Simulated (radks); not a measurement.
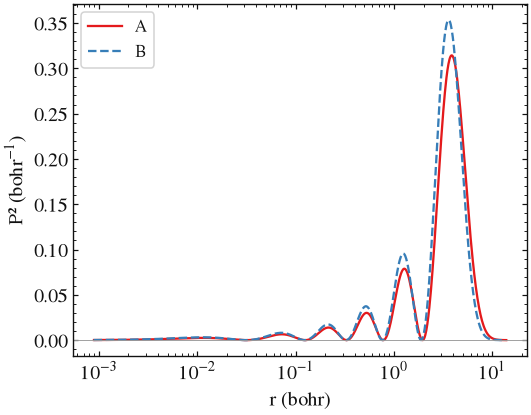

Two nuclei with the same 55 electrons, [Xe] 6s1, were computed: Ba⁺; Z = 56.5 with 55 electrons. Level of theory: Dirac Kohn-Sham, PBE, spin-unpolarised, spherical densities, finite nucleus. Computed with the in-house radial solver radks.

The plot shows P² of the 6s orbital in both runs (large components where relativistic).

> Assign A and B.

A is Ba⁺ (⟨r⟩ = 4.33 bohr, eigenvalue −7.58 eV); B is Z = 56.5 with 55 electrons (⟨r⟩ = 3.96 bohr, eigenvalue −10.9 eV). The larger nuclear charge pulls the orbital in.
